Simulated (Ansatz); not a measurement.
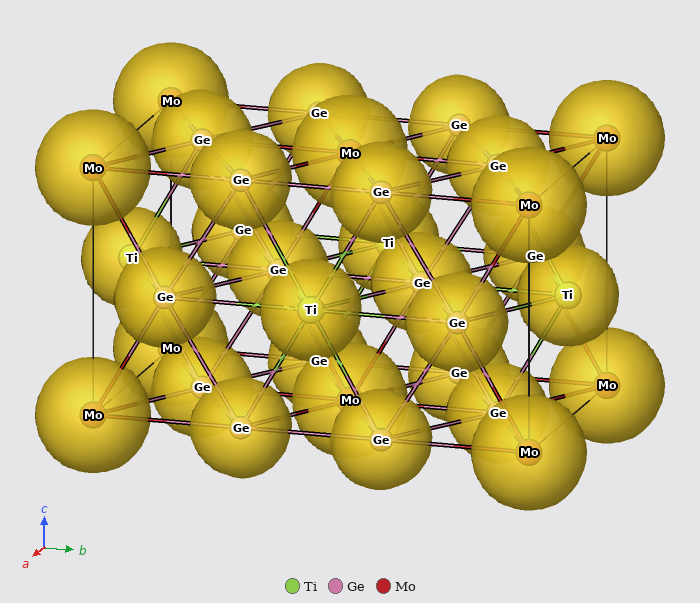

Figure 1: TiGe$_{4}$Mo. Isosurface of the valence charge density (pseudo) at 0.5 e/Å³ (yellow), seen slightly off an axis. Sticks mark near contacts.

Space group Cmmm; a structure generated by program, which may or may not match a known phase; computed without spin polarisation.

These are results of DFT PBE, scalar-relativistic, plane waves, PAW (Ansatz), not measurements.

The density is the valence pseudo-density of a PAW calculation; it isn't the true density close to the nuclei.

Input

```
crystal:
  lattice:
    - [2.3777254323, -4.2060531389, 0.0]
    - [2.3777254323, 4.2060531389, 0.0]
    - [0.0, 0.0, 4.7291829963]
  atoms:
    - { symbol: Ti, position: [0.5, 0.5, 0.5] }
    - { symbol: Ge, position: [0.6610498605, 0.3389501395, 0.0] }
    - { symbol: Ge, position: [0.1643167884, 0.8356832116, 0.5] }
    - { symbol: Ge, position: [0.3389501395, 0.6610498605, 0.0] }
    - { symbol: Ge, position: [0.8356832116, 0.1643167884, 0.5] }
    - { symbol: Mo, position: [0.0, 0.0, 0.0] }
basis:
  ecutwfc: 420
kpoints:
  mp_grid: { grid: [10, 10, 8] }
  band_path:
    path:
      - [[0.0, 0.0, 0.0], [-0.5, 0.5, 0.0], [-0.32989395, 0.67010605, 0.0]]
      - [[0.32989395, 0.32989395, 0.0], [0.0, 0.0, 0.0], [0.0, 0.0, 0.5], [0.32989395, 0.32989395, 0.5]]
      - [[-0.32989395, 0.67010605, 0.5], [-0.5, 0.5, 0.5], [-0.5, 0.5, 0.0]]
      - [[0.0, 0.0, 0.0], [0.0, 0.5, 0.0], [0.0, 0.5, 0.5], [0.0, 0.0, 0.5], [-0.5, 0.5, 0.5]]
    npoints: 14
hamiltonian:
  xc: pbe
scf:
  occupations: { method: gaussian, width: 0.1 }
  n_extra_bands: 15
output:
  forces: true
  stress: true
  eigenvalues: true
  populations: true
  dos: { projected: true, de: 0.02, nscf_kmesh: { grid: [12, 12, 10] } }
  bader: true
  write_density: true
  write_potential: true
  elf: true
  volumetric_format: npy
```

Run with:

```sh
ansatz run input.yaml --threads 1 --pin off --max-ram 2560MiB --backend cpu --events-out ev --progress --plain --runs-dir out
```

Below, planes, directions and counts refer to the conventional cell (a = 4.76 Å, b = 8.41 Å, c = 4.73 Å, α = 90.00°, β = 90.00°, γ = 90.00°).

Q: What does this surface tell about the bonding?

A: At this value the density breaks into separate islands; it holds about 75 % of the electrons treated as valence (semicore included). It bridges none of the near contacts. It is pinched off along the sampled Ge–Ge (2.71 Å), Ti–Ge (2.73 Å), Ge–Mo (2.74 Å) and Ge–Ge (2.76 Å) contacts. On the grid the lowest density along these lines, outside the cores, is 0.28 e/Å³ (Ge–Ge, 2.71 Å), 0.26 e/Å³ (Ti–Ge, 2.73 Å), 0.33 e/Å³ (Ge–Mo, 2.74 Å) and 0.26 e/Å³ (Ge–Ge, 2.76 Å).
